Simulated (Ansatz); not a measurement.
# A failed many-body run on TiO2 (I4/m)

A first try at the G0W0 gap of TiO2 (I4/m), what the program said, and an input that works.

Program: Ansatz 0.2.0. Level of theory: G0W0 on LDA, plane waves, PAW; PAW set soft_1. Results are calculated unless marked as measured.

## 1. Set-up

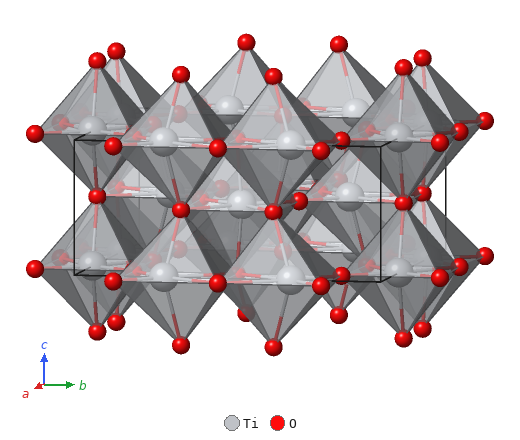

The cell as given, slightly off an axis (titanium light grey, oxygen red). This picture shows the conventional cell, with its axes. Some periodic images of atoms are drawn too.

The cell and positions are those that the Materials Project relaxed with its own functionals (PBE, PBE+U or r2SCAN), kept fixed. This is not the form that TiO2 usually takes at ambient conditions.

## 2. First try

File input.yaml:

```yaml
crystal:
  lattice:
    - [-4.3507577183, 4.3507577183, 1.8875555959]
    - [4.3507577183, -4.3507577183, 1.8875555959]
    - [4.3507577183, 4.3507577183, -1.8875555959]
  atoms:
    - { symbol: Ti, position: [0.2922817, 0.00285525, 0.29513695] }
    - { symbol: Ti, position: [0.00285525, 0.7077183, 0.71057354] }
    - { symbol: Ti, position: [0.99714475, 0.2922817, 0.28942646] }
    - { symbol: Ti, position: [0.7077183, 0.99714475, 0.70486305] }
    - { symbol: O, position: [0.49886382, 0.15078472, 0.64964854] }
    - { symbol: O, position: [0.16166201, 0.8403974, 0.00205942] }
    - { symbol: O, position: [0.15078471, 0.50113618, 0.65192089] }
    - { symbol: O, position: [0.15960259, 0.16166201, 0.32126461] }
    - { symbol: O, position: [0.8403974, 0.83833799, 0.67873539] }
    - { symbol: O, position: [0.84921528, 0.49886382, 0.34807911] }
    - { symbol: O, position: [0.83833799, 0.15960259, 0.99794058] }
    - { symbol: O, position: [0.50113618, 0.84921529, 0.35035146] }
kpoints:
  mp_grid: { grid: [4, 4, 4] }
hamiltonian:
  xc: lda
  pseudopotentials: { kind: paw, azcp: { folder: soft_1 }, xc_functional: pbe }
scf:
  occupations: { method: fixed }
gw:
  n_empty_bands: 150
  ecut_chi: 10
  qp_bands: [v4, c4]
  qp_kpoints: band_edges
  screening: { model: contour_deformation }
```

Run with:

```console
$ ansatz run input.yaml --threads 2 --pin off --max-ram 92160MiB --backend cuda --events-out ev --progress --plain --runs-dir out --devices 1 --max-vram 13GiB
```

Numbers of over 12 decimals in the logs are rounded to 6 here.

Output:

```text
GPUs: using 1 of 1 available (devices: 1).
Engine: ansatz 0.2.0, x86_64-unknown-linux-gnu
Pseudopotentials: kind: paw
Pseudopotential: Ti, paw, valence charge 12, recommended cutoff 420 eV (normal), soft_1/Ti.paw.azcp
Pseudopotential: O, paw, valence charge 6, recommended cutoff 420 eV (normal), soft_1/O.paw.azcp
Functional definition: SPW92
  exchange = slater_x
  correlation = pw_c
device memory: the entry about to start is reckoned to put 2.9 GiB on a device that reports 35.7 GiB free (of which the cap on the GPU budget leaves the run 13.0 GiB)
GPU FFT provider: cuFFT
GPU libraries: cuBLAS 13.8.2, cuFFT 12.4.0, cuSOLVER 12.3.4
Crystal: 12 atoms, lattice volume = 142.919 Å³
Basis set: ecut = 420 eV, 2795 PW (Γ)
Bands: 60, of which v1, the nominal top of the filled ones, is band 48 counted from 1 (47 counted from 0)
Symmetry: 8 space group operations
Space group: I4/m (ITA 87), of the structure as read, at distance tolerance 5.2e-5 Å
k-points: 14 of 64
Non-local potential: Ti, projectors of the file, l = 0: 3, l = 1: 2, l = 2: 3, l = 3: 1
Non-local potential: O, projectors of the file, l = 0: 2, l = 1: 2, l = 2: 1
PAW form: soft (Blöchl's): semilocal exchange-correlation on the pseudo side does not see the compensation charge
PAW frozen core: Ti, regenerated for the run's functional, and the local potential with it (the file was generated under x = pbe(κ = 0.804, μ = 0.219515), c = pbe(β = 0.066725))
PAW frozen core: O, regenerated for the run's functional, and the local potential with it (the file was generated under x = pbe(κ = 0.804, μ = 0.219515), c = pbe(β = 0.066725))
PAW one-centre angular grid: Ti, 590 points (default); XC on 64 Gauss nodes
PAW one-centre angular grid: O, 110 points (default); XC on 64 Gauss nodes
Initial density: superposition of atomic densities (chi_scale 0.1, normalization cell, long waves kept (reshape's long-wave potential 0.09 eV rms))
Initial wavefunctions: pseudopotential atomic-orbital guess
GPU buffer pool allocated for 91125 grid points (all kernels)
GPU transforms: local potential and band sums: pruned to the plane-wave sphere, on 45×45×45
Functional: x = slater, c = lda
SCF iter   1: F=—  HF=-14261.271789 eV  |F-HF|=—  |Δ(HF+E_count)|=         —  Δρ=5.03e-2  dr2=4.39e0  ethr=3.10e-3  ⟨swp⟩=3.2  Hψ=2533  notcnv=0  defer=114
preconditioner: auto → Resta (q_TF=auto, 2.553 Å⁻¹)  ε∞=7.6  [insulator: Δε(μ)=1.144 eV  Ē_g=9.644 eV  n_scr=44 (ndim 8)  ℏωp=24.8 eV  f_vac=0.049  ε∞_Penn≈7.6]
SCF iter   2: F=—  HF=-14260.657959 eV  |F-HF|=—  |Δ(HF+E_count)|=   6.14e-1  Δρ=2.97e-2  dr2=1.47e0  ethr=3.10e-3  ⟨swp⟩=2.7  Hψ=1386  notcnv=0  defer=117
SCF iter   3: F=—  HF=-14260.408634 eV  |F-HF|=—  |Δ(HF+E_count)|=   2.49e-1  Δρ=2.33e-2  dr2=9.65e-1  ethr=1.53e-3  ⟨swp⟩=2.0  Hψ=1222  notcnv=0  defer=100
SCF iter   4: F=—  HF=-14260.251636 eV  |F-HF|=—  |Δ(HF+E_count)|=   1.57e-1  Δρ=6.04e-3  dr2=8.17e-2  ethr=1.01e-3  ⟨swp⟩=2.2  Hψ=1137  notcnv=0  defer=134
SCF iter   5: F=—  HF=-14260.247741 eV  |F-HF|=—  |Δ(HF+E_count)|=   3.90e-3  Δρ=5.88e-3  dr2=5.91e-2  ethr=8.51e-5  ⟨swp⟩=2.0  Hψ=1228  notcnv=0  defer=127
SCF iter   6: F=—  HF=-14260.242239 eV  |F-HF|=—  |Δ(HF+E_count)|=   5.50e-3  Δρ=1.59e-3  dr2=6.04e-3  ethr=6.15e-5  ⟨swp⟩=2.0  Hψ=1130  notcnv=0  defer=136
SCF iter   7: F=—  HF=-14260.244179 eV  |F-HF|=—  |Δ(HF+E_count)|=   1.94e-3  Δρ=4.94e-4  dr2=4.54e-4  ethr=6.29e-6  ⟨swp⟩=2.0  Hψ=1101  notcnv=0  defer=136
SCF iter   8: F=—  HF=-14260.244525 eV  |F-HF|=—  |Δ(HF+E_count)|=   3.46e-4  Δρ=2.22e-4  dr2=8.83e-5  ethr=4.73e-7  ⟨swp⟩=2.0  Hψ=1150  notcnv=0  defer=81
SCF iter   9: F=—  HF=-14260.244539 eV  |F-HF|=—  |Δ(HF+E_count)|=   1.34e-5  Δρ=3.81e-5  dr2=2.10e-6  ethr=9.20e-8  ⟨swp⟩=2.0  Hψ=1159  notcnv=0  defer=78
SCF iter  10: F=—  HF=-14260.244539 eV  |F-HF|=—  |Δ(HF+E_count)|=   3.37e-7  Δρ=1.20e-5  dr2=1.92e-7  ethr=2.19e-9  ⟨swp⟩=2.0  Hψ=1378  notcnv=0  defer=78
[...]
k-point 2: bands = [... 44 lower, 5.1951, 5.4128, 5.4469, 5.6951, 8.5795, 8.8380, 9.0492, 9.6062, ... 8 higher]
  k-point 13: bands = [... 44 lower, 5.1375, 5.2127, 5.2127, 6.3729, 9.1695, 9.1695, 9.2207, 9.4164, ... 8 higher]
--- G₀W₀: contour deformation, 6 samples at zero and on the imaginary axis and 1 off it, 64 q-points, 150 empty bands' worth ---
  eigenvalues of the whole cell's RPA ε∞ on this k-mesh (on a slab, of 1 + 4πα/V) = 6.5136, 6.6446, 6.6446; static W/v taken at q = 0 is 0.152097
  bands read: the sum over 198 bands ends inside a degenerate multiplet in 1 slot, whose members it reads at an even weight; the widest, k=13: bands 198 to 199 (counted from 1) at 1/2 each
  gw.qp_kpoints: band_edges: 14 of 14 stored k-points solved, in 1 pass; an edge of the gap read off the rows below is read off those points alone
  `?` marks the rows in doubt; gw_qp.tsv's column doubts and the gw_qp event give each row's grounds
    ik  band        ε_KS         Σx   Σc(E_QP)       V_xc       Z   E_QP_lin       E_QP  E_QP is
     0    45      5.4350   -25.7513     3.9829   -21.0295  0.7930     4.6864     4.6962  root
     0    46      5.4350   -25.7513     3.9829   -21.0295  0.7930     4.6864     4.6962  root
     0    47      5.4396   -25.6655     3.8626   -20.9715  0.7981     4.5964     4.6082  root
     0    48      5.6661   -25.1664     3.8505   -20.3567  0.7910     4.6891     4.7069  root
     0    49      7.8988   -12.6245    -4.6347   -20.5081  0.8007    11.3514    11.1477  root ?
     0    50      9.3432   -14.1253    -5.1138   -22.3172  0.7840    12.7096    12.4213  root ?
     0    51      9.3432   -14.1253    -5.1138   -22.3172  0.7840    12.7096    12.4213  root ?
     0    52      9.4066   -14.1387    -5.3729   -22.8960  0.7838    13.1785    12.7910  root ?
     1    45      5.2082   -26.5046     3.9768   -21.8016  0.7973     4.4731     4.4820  root
     1    46      5.3909   -25.4531     3.8688   -20.8570  0.7944     4.6543     4.6636  root
     1    47      5.4611   -25.7189     3.9300   -21.0519  0.7942     4.7145     4.7241  root
     1    48      5.7369   -25.3430     3.8678   -20.5872  0.7909     4.8339     4.8489  root
     1    49      8.1397   -12.8597    -4.7015   -20.7832  0.7982    11.5709    11.3617  root ?
     1    50      9.1749   -13.7902    -5.1745   -22.2983  0.7882    12.8402    12.5084  root ?
     1    51      9.1974   -13.9207    -5.1272   -22.1847  0.7854    12.6288    12.3343  root ?
     1    52      9.4540   -13.9516    -5.3467   -22.5016  0.7813    12.9970    12.6573  root ?
     2    45      5.1951   -26.4598     3.9395   -21.8532  0.7971     4.5206     4.5280  root
     2    46      5.4128   -25.1362     3.8177   -20.6460  0.7914     4.7321     4.7403  root
     2    47      5.4469   -25.8290     3.9747   -21.1280  0.7933     4.7112     4.7206  root
     2    48      5.6951   -25.1584     3.8538   -20.4952  0.7883     4.8730     4.8857  root
     2    49      8.5795   -13.3112    -4.7272   -21.0538  0.7942    11.8087    11.5949  root ?
     2    50      8.8380   -13.4476    -5.2172   -22.0334  0.7885    12.5330    12.2065  root ?
     2    51      9.0492   -13.5090    -5.1271   -21.9668  0.7897    12.6961    12.3797  root ?
     2    52      9.6062   -13.6715    -5.7210   -22.7899  0.7774    13.4378    13.0036  root ?
     3    45      5.1403   -24.8506     3.8714   -20.3194  0.7856     4.4720     4.4805  root
     3    46      5.7262   -25.7888     3.9086   -21.0736  0.7967     4.9085     4.9196  root
[...]
3    49      9.0372   -14.1410    -4.8877   -22.0669  0.7878    12.3252    12.0754  root ?
     3    50      9.2494   -13.9473    -5.1428   -22.3717  0.7877    12.8546    12.5309  root ?
[...]
12    48      6.1241   -25.5070     3.7002   -20.9807  0.7956     5.2862     5.2980  root
[...]
12    52      9.5576   -13.6540    -5.7330   -22.8179  0.7778    13.4279    12.9885  root ?
    13    45      5.1375   -26.5439     3.8390   -22.1912  0.7987     4.6197     4.6239  root
    13    46      5.2127   -25.2073     4.1739   -20.2174  0.7863     4.3831     4.3967  root
    13    47      5.2127   -25.2073     4.1739   -20.2174  0.7863     4.3831     4.3967  root
    13    48      6.3729   -25.8163     3.6754   -21.2578  0.7986     5.4767     5.4897  root
    13    49      9.1695   -13.2723    -5.4500   -22.0760  0.7839    12.8873    12.5232  root ?
    13    50      9.1695   -13.2723    -5.4500   -22.0760  0.7839    12.8873    12.5232  root ?
    13    51      9.2207   -13.7300    -4.9007   -21.6540  0.7895    12.4966    12.2440  root ?
    13    52      9.4164   -13.6432    -5.7620   -22.9470  0.7790    13.4121    12.9583  root ?
[key lines of the parts left out:]
SCF converged after 11 iterations
Free energy (F): -14260.244539 eV
Fermi energy:    6.372895 eV
```

The job ended after 39 s (1 × NVIDIA H100 80GB HBM3 (shared by 6 runs) with 2 threads of AMD EPYC 7R13 (Zen 3), shared host; peak memory 1.2 GiB; 55 s of CPU time).

In the SCF lines HF is the Harris–Foulkes energy and dr2 the Hartree energy of the density residual, in eV; the loop may stop once dr2 is under the threshold and the program's other checks hold. Hψ counts applications of the Hamiltonian.

**Diagnosis.**

The run ended normally, though the input holds a fault or crude settings.

The fault: screening cutoff of a few eV. Such a cutoff keeps only a few plane waves in the dielectric matrix, so local fields and the Coulomb hole are lost.

It printed a gap of 5.66 eV, which is an artefact of the settings.

## 3. A better input

G0W0 replaces the xc potential by the self-energy, built once from these orbitals. Only a window of levels is corrected, while the sums run over the empty bands that the input names. This step takes PAW set soft_1 files.

input.yaml: that of step 2 with these lines changed.

```diff
@@ -26,4 +26,4 @@
 gw:
-  n_empty_bands: 150
-  ecut_chi: 10
+  n_empty_bands: 114
+  ecut_chi: 50
   qp_bands: [v4, c4]
```

Output:

```text
GPUs: using 1 of 1 available (devices: 1).
[...]
GPU FFT provider: cuFFT
GPU libraries: cuBLAS 13.8.2, cuFFT 12.4.0, cuSOLVER 12.3.4
Crystal: 12 atoms, lattice volume = 142.919 Å³
Basis set: ecut = 420 eV, 2795 PW (Γ)
Bands: 60, of which v1, the nominal top of the filled ones, is band 48 counted from 1 (47 counted from 0)
[... 1 set-up line as in the run before ...]
[...]
k-points: 14 of 64
[...]
GPU buffer pool allocated for 91125 grid points (all kernels)
[...]
SCF iter   1: F=—  HF=-14261.271789 eV  |F-HF|=—  |Δ(HF+E_count)|=         —  Δρ=5.03e-2  dr2=4.39e0  ethr=3.10e-3  ⟨swp⟩=3.2  Hψ=2533  notcnv=0  defer=114
[...]
SCF iter  11: F=-14260.244539 eV  HF=-14260.244539 eV  |F-HF|=8.04e-10  |Δ(HF+E_count)|=   3.36e-8  Δρ=3.49e-6  dr2=1.62e-8  ethr=1.04e-10  ⟨swp⟩=9.7  Hψ=2664  notcnv=0
SCF 1 converged in 11 iterations: F = -14260.244539 eV  dr2 = 1.62e-8
[...]
1    51      9.1974   -13.9207    -6.1742   -22.1847  0.7265    11.4134    11.2872  root ?
     1    52      9.4540   -13.9516    -6.4351   -22.5016  0.7208    11.7093    11.5689  root ?
[...]
2    50      8.8380   -13.4476    -6.4271   -22.0334  0.7298    11.1344    10.9967  root ?
     2    51      9.0492   -13.5090    -6.3028   -21.9668  0.7310    11.3384    11.2042  root ?
[...]
13    45      5.1375   -26.5439     4.6827   -22.1912  0.7356     5.4658     5.4676  root
    13    46      5.2127   -25.2073     5.0574   -20.2174  0.7208     5.2801     5.2803  root
    13    47      5.2127   -25.2073     5.0574   -20.2174  0.7208     5.2801     5.2803  root
    13    48      6.3729   -25.8163     4.7245   -21.2578  0.7261     6.5384     6.5388  root
    13    49      9.1695   -13.2723    -6.6483   -22.0760  0.7246    11.4713    11.3249  root ?
    13    50      9.1695   -13.2723    -6.6483   -22.0760  0.7246    11.4713    11.3249  root ?
    13    51      9.2207   -13.7300    -5.8804   -21.6540  0.7327    11.3764    11.2643  root ?
    13    52      9.4164   -13.6432    -7.0865   -22.9470  0.7150    11.8188    11.6338  root ?
[key lines of the parts left out:]
SCF converged after 11 iterations
Free energy (F): -14260.244539 eV
Fermi energy:    6.372895 eV
```

Wall time 16 s (1 × NVIDIA H100 80GB HBM3 (shared by 6 runs) with 2 threads); peak memory 1.2 GiB; 20 s of CPU time.

Numbers from this step:

```
bands summed                                 : 162
RPA ε∞ on this mesh (eigenvalues)            : 6.281, 6.281, 6.307
plane waves in the screening matrix          : 111
q-points in the mesh                         : 64
G0W0 gap on the mesh                         : 3.432 eV
k of the valence top                         : -0.5, -0.5, -0.5
k of the conduction bottom                   : 0, 0, 0
starting gap on the mesh                     : 1.526 eV
Z at the valence top                         : 0.7261
Z at the conduction bottom                   : 0.7490
least direct G0W0 gap on the computed points : 4.232 eV
```

The gap on the mesh goes from 1.53 eV to 3.43 eV, a correction of +1.91 eV. Between the two edge states, bare exchange in place of the xc potential would open the gap by 12.44 eV, and correlation takes back 10.54 eV.

## 4. Summary of results

| Item | Value |
| --- | --- |
| first try | converged after 39 s |
| better run | G0W0 gap on the mesh 3.43 eV (4×4×4 mesh, 114 empty bands, screening to 50 eV, PAW set soft_1 files) |

What this shows: The second run differs in: empty bands and screening cutoff (eV). Bands and cutoff are finite, so the gap is not at the basis limit. The miss can reach some tenths of an eV and take either sign; the mesh is an error of its own.

[Paths, hosts, dates, memory and timing lines, banners, echoed tables and standing remarks are left out of the program output.]

[Logs are printed without paths, hosts, clocks, repeated set-up lines and the standing remarks that a program may print on its own settings, such as how far it seeks lower states.]

[Runs of the session that timed out or met a known fault of the program may be left out.]

[Cells called generated may have been cut or substituted from an entry of the Crystallography Open Database or the Materials Project.]

[Hosts, paths, dates, database ids (printed as entryN), source tags and the programs' standing remarks are cut or masked in the printed files.]
